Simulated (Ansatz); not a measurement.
Consider Co₃Bi.

Input

```
crystal:
  lattice:
    - [0.0, 3.0616054462, 3.0616054462]
    - [3.0616054462, 0.0, 3.0616054462]
    - [3.0616054462, 3.0616054462, 0.0]
  atoms:
    - { symbol: Co, position: [0.25, 0.25, 0.25] }
    - { symbol: Co, position: [0.75, 0.75, 0.75] }
    - { symbol: Co, position: [0.5, 0.5, 0.5] }
    - { symbol: Bi, position: [0.0, 0.0, 0.0] }
basis:
  ecutwfc: 500
kpoints:
  mp_grid: { grid: [12, 12, 12] }
hamiltonian:
  xc: r2scan
scf:
  occupations: { method: gaussian, width: 0.1 }
  lower_state_search: "off"
output:
  forces: true
  stress: true
  eigenvalues: true
  write_density: true
  write_potential: true
  elf: true
  volumetric_format: npy
```

Run with:

```sh
ansatz run input.yaml --threads 1 --pin off --max-ram 2560MiB --backend cpu --events-out ev --progress --plain --runs-dir out
```

Below, planes, directions and counts refer to the conventional cell (a = 6.12 Å, b = 6.12 Å, c = 6.12 Å, α = 90.00°, β = 90.00°, γ = 90.00°).

Space group Fm-3m; started from the BiF3 (D0_3) prototype, which need not be the ambient phase; computed pressure about −13 GPa in this cell; computed without spin polarisation.

All numbers below come from DFT r2SCAN, scalar-relativistic, plane waves, PAW (Ansatz).

### Predict the valence pseudo-density and electron localisation function between the atoms.

Co–Bi (2.65 Å): the density is about 0.35 e/Å³ at the midpoint; the ELF is about 0.35 at the midpoint.
Co–Co (2.65 Å): the density is about 0.26 e/Å³ at the midpoint; the ELF is about 0.30 at the midpoint.
Co–Bi (3.06 Å): ρ at the midpoint is about 0.21 e/Å³; the ELF is about 0.25 at the midpoint: no shared electron pair shows on this line.

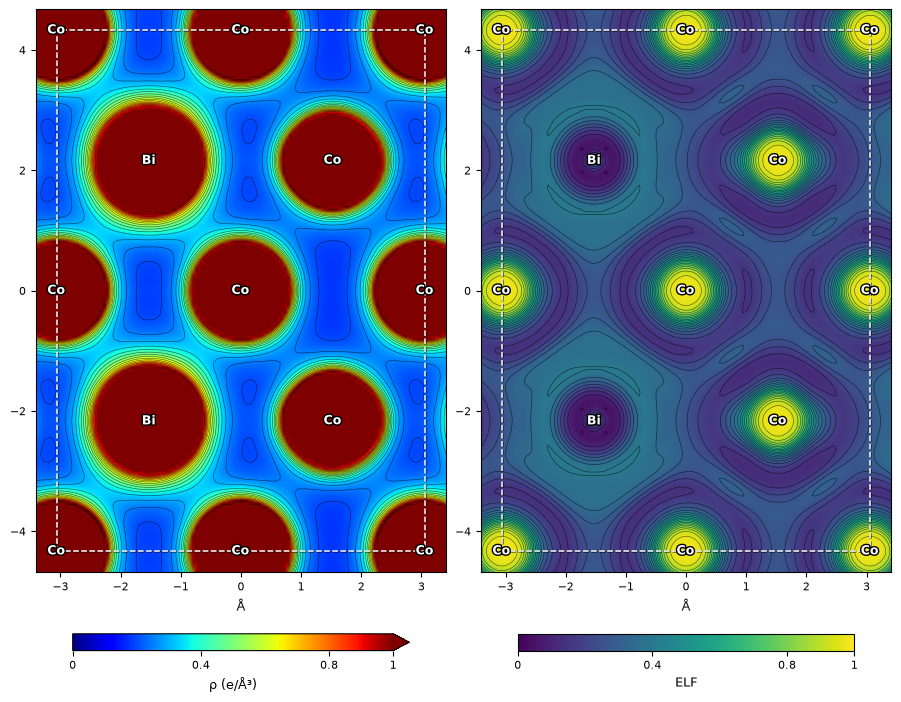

Computed valence pseudo-density and electron localisation function on the (110) plane of the conventional cell, in this order. 
